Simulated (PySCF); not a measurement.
```xyz
14

C    -0.7705   -1.1020   -0.5869
C    -0.2407    0.1461    0.0355
C    -1.2049    1.2197    0.4225
F    -2.3597    1.1567   -0.3146
C     1.1040    0.3043    0.3093
N     2.0091   -0.6750    0.0232
S     1.6840    1.6896    1.1168
H    -1.8562   -1.0864   -0.6033
H    -0.4191   -1.2020   -1.6164
H    -0.4348   -1.9803   -0.0337
H    -1.5046    1.1188    1.4762
H    -0.7751    2.2165    0.2758
H     1.7883   -1.3701   -0.6690
H     2.9795   -0.4364    0.1423
```

Geometry: GFN2-xTB.

Computed with PySCF, UKS B3LYP, pcH-1 on C F H N S, non-relativistic, mean-field spin-orbit, GIAO.

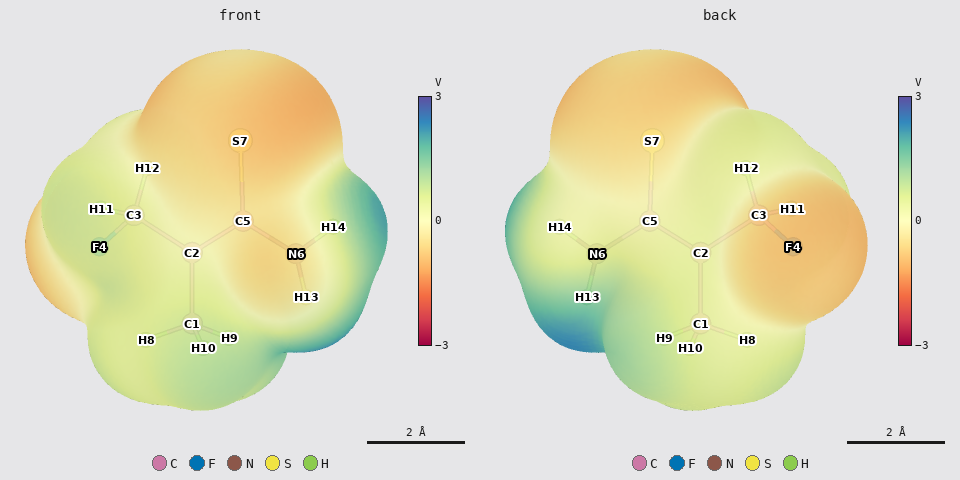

C$_{4}$H$_{7}$FNS (SMILES C[C](CF)C(N)=S) (doublet). The molecular electrostatic potential painted on the density surface at 0.002 e/bohr³, seen from the front and from behind; the colour scale runs from red (negative) to blue (positive).

> Where is the surface potential most negative and most positive?

The most negative region (about −1.1 V, or −25 kcal/mol for a unit charge) lies over S7, the most positive (about +2.3 V, or +53 kcal/mol for a unit charge) over H13.
